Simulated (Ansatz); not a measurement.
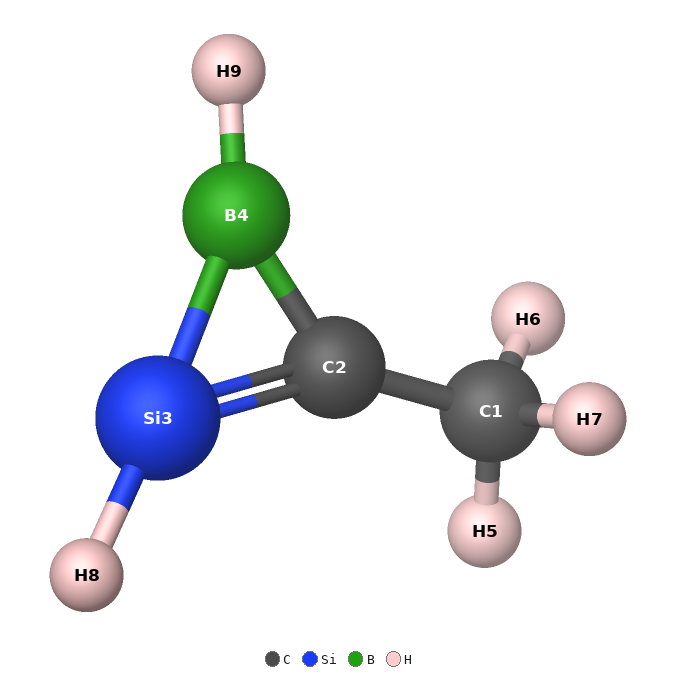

Atoms carry their numbers in the input. The computed structure is the end point of a PBE0-D4/def2-TZVP optimisation. No frequency run is at hand to confirm it as a minimum.

### What is the geometry at Si3?

Si3 has 3 neighbours (C2 at 1.74, B4 at 1.87, H8 at 1.49 Å); the arrangement is T-shaped.

### What is the geometry at C1?

C1 has 4 neighbours (C2 at 1.48, H5 at 1.09, H6 at 1.09, H7 at 1.10 Å); the arrangement is tetrahedral.

### What is the dihedral angle C1–C2–Si3–B4?

179° in size, that is anti.
